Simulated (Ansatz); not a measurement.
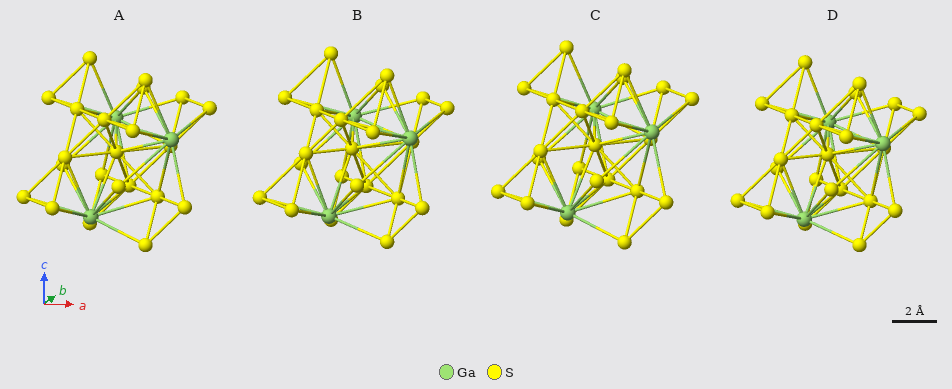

4 geometries from one relaxation of crystalline GaS5 (a generated structure, set up in F-43m) (coarse preliminary run), in shuffled order. Style: ball-and-stick. Shown: the atoms within 5.0 Å of the atom that moves most (axes of the conventional cell (4 times the calculation's cell)), slightly off an axis. Lengths and directions refer to the drawn axes.

All numbers below come from DFT PBE, scalar-relativistic, plane waves, PAW in Ansatz. Set-up: plane-wave cutoff 420 eV; k-point mesh 4 × 4 × 4; occupations gaussian; smearing width 0.1 eV; no spin polarisation; cell and atoms relaxed; force threshold 0.04 eV/Å; at most 70 steps.

Question: Put them in the order of the run, from the start to the converged end.

Answer: C, A, D, B. They are steps 0, 1, 2, 6, at +0.851 eV per cell of the calculation, +0.438 eV per cell of the calculation, +0.183 eV per cell of the calculation relative to the last. The largest moves relative to the cell, 0.21 Å, are those of S atoms. Ga stays in place. The volume changes by −9.6 %, with a = b = c 7.999 → 7.734 Å (−3.3 %). Some distances before and after: S–S 2.803 → 2.369 Å, S–S 2.853 → 3.099 Å, Ga–S 3.464 → 3.349 Å, Ga–S 3.319 → 3.253 Å. The space group stays F-43m (No. 216). After 4 accepted moves (6 points after the start) the energy has fallen by 0.851 eV per cell of the calculation. The largest force component goes from 0.19 to 0.033 eV/Å. Pressure: −5.88 GPa at the start and −0.01 GPa at the end. The line search rejected the trial step at point 3 of the run. The SCF was repeated once at an unchanged geometry on a basis and grid sized afresh for the cell, which shifted the energy by 0.8 meV per cell of the calculation at most. The run took 37 s on 1 thread of Intel(R) Xeon(R) Processor @ 2.50GHz (Skylake/Cascade Lake), on a shared host, peak memory 0.38 GiB.

Limits of the set-up: layers or molecules are held without a dispersion correction, so their spacing is unreliable.
